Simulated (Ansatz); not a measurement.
**Computed against measured: atomisation enthalpy at 298 K**

6 molecules with halogens; the atomisation enthalpy at 298 K in kJ/mol, computed less measured. Shapes, held fixed at every level: PBE0-D4/def2-TZVP. Flexible molecules stand in one conformer, not always the lowest. Thermal terms are harmonic and unscaled (PBE0-D4/def2-TZVP); the spin-orbit lowering of the free atoms is taken from their spectra. Programs: Ansatz 0.2.0. Measured values: Active Thermochemical Tables, CRC Handbook of Chemistry and Physics, NIST-JANAF tables.

Levels: A = HF/def2-SVP; B = r2SCAN-D4/def2-TZVPP; C = CCSD(T)/CBS estimate.

```csv
molecule,from tabulated heats,A,B,C
SOF2 (thionyl fluoride),1229,-773,+64,+41
CH2Cl2 (dichloromethane),1490,-468,+5,-3
CH2ClF (chlorofluoromethane),1617,-495,+6,-1
SiH2F2 (SMILES F[SiH2]F),1836,-520,-32,-9
"C2H2Cl4 (1,1,2,2-tetrachloroethane)",2504,-851,+22,0
"C3H6Cl2 (2,2-dichloropropane)",3874,-1032,+11,-5
```

Question: Which level does best on this set, which worst, and which err to one side?

Answer: 
| level | kind | mean error | mean absolute error | worst case |
| --- | --- | --- | --- | --- |
| HF/def2-SVP | Hartree–Fock | -689.8 | 689.8 | C3H6Cl2 |
| r2SCAN-D4/def2-TZVPP | meta-GGA | +12.7 | 23.3 | SOF2 |
| CCSD(T)/CBS estimate | coupled cluster or CI | +3.8 | 9.8 | SOF2 |

On this set CCSD(T)/CBS estimate has the smallest mean absolute error and HF/def2-SVP the largest. HF/def2-SVP is too low in 6 of 6; r2SCAN-D4/def2-TZVPP is too high in 5 of 6; CCSD(T)/CBS estimate is too low in 4 of 6. The heats of C2H2Cl4, C3H6Cl2 come from older tables and can be uncertain by 10 kJ/mol or more. Heats of the atoms come from ATcT where it has them. The levels differ in basis as well as in method. With so many references in doubt the order of the levels isn't settled. The tabulated values of SOF2, SiH2F2 are in doubt (older tables, estimates, or at odds with other calculations) and kept here. Over the 4 molecules whose values aren't doubted the mean absolute errors are A 711.5; B 11.0; C 2.2. Hartree–Fock lacks correlation and underbinds. The CBS estimate extrapolates MP2 from def2-TZVPP and def2-QZVPP and adds CCSD(T) − MP2 in the triple-zeta set, cores frozen. The set is small.

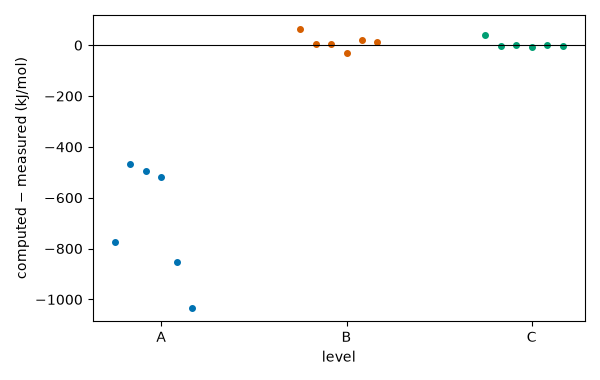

Errors of each level, one point a molecule.
